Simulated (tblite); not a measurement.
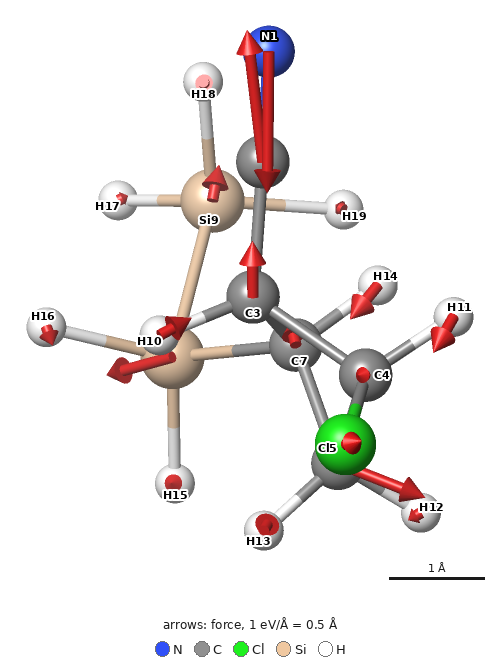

Starting geometry of C$_{5}$H$_{10}$ClNSi$_{2}$ with the computed forces as red arrows. A ball-and-stick model, seen from a free direction.

These are results of GFN2-xTB geometry optimisation, gas phase (tblite 0.8.0), not measurements. 

What follows when this structure is relaxed?

It isn't relaxed: the largest force vector, on the N atom, is 3.02 eV/Å. The final displacements have little in common with the starting forces (cosine between the two patterns 0.08). The Cl atom moves most after the best rigid fit: 1.33 Å. By element the largest moves are Cl 1.33 Å, H 1.24 Å, N 1.22 Å, C 0.79 Å, Si 0.56 Å. Some distances before and after: C–Si 1.838 → 1.910 Å, Si–Si 2.254 → 2.315 Å, C–C 1.501 → 1.541 Å, C–H 1.127 → 1.092 Å. Among the angles between lasting bonds that change: Si–Si–H 105.4° → 114.9°, Cl–C–H 115.4° → 107.1°, Si–Si–H 104.8° → 111.7°. Groups turn about C–Si by about 45°, Si–Si by about 25°, C–C by about 20°. Over 143 geometry steps the energy falls by 68.1 kJ/mol. The run took 1.6 s on 1 thread of Arm Neoverse V1, on a shared host.
